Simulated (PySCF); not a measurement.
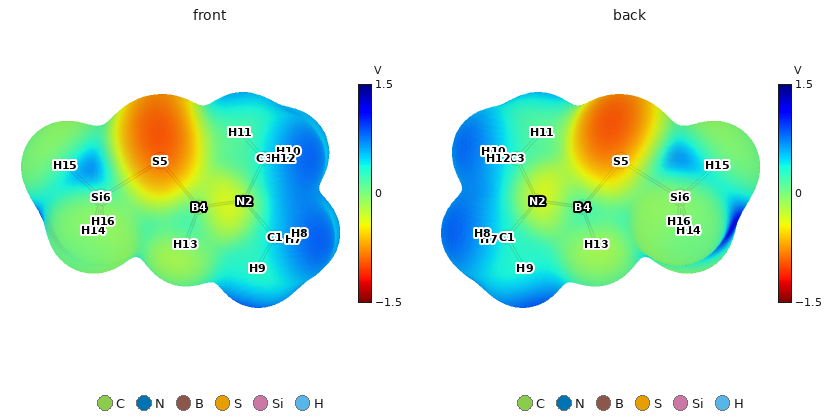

Figure. C2H10BNSSi (SMILES CN(C)BS[SiH3]). The electrostatic potential painted on the density surface at 0.002 e/bohr³, seen from the front and from behind; the colour scale runs from red (negative) to blue (positive).

Geometry: PBE0-D3(BJ)/def2-SVP.

The calculation used PBE0/pcSseg-1, SCF density, gas phase, non-relativistic (PySCF).

```csv
atom,x (Å),y (Å),z (Å)
C,-1.9361,0.9755,-0.4878
N,-1.0763,-0.0849,-0.0173
C,-1.7737,-1.1334,0.6875
B,0.3005,-0.0677,-0.2499
S,1.3792,-1.4212,0.3504
Si,3.2412,-0.6701,-0.4099
H,-2.4636,1.4623,0.3522
H,-2.7044,0.5880,-1.1810
H,-1.3455,1.7353,-1.0144
H,-2.5145,-1.6261,0.0326
H,-1.0689,-1.8959,1.0436
H,-2.3164,-0.7284,1.5597
H,0.7802,0.8601,-0.8605
H,3.5782,0.6572,0.1850
H,4.2866,-1.6622,-0.0246
H,3.2091,-0.5391,-1.8968
```

### Where is the surface potential most negative and most positive?

The most negative region (about −1.0 V) lies over S5, the most positive (about +1.1 V) over Si6.
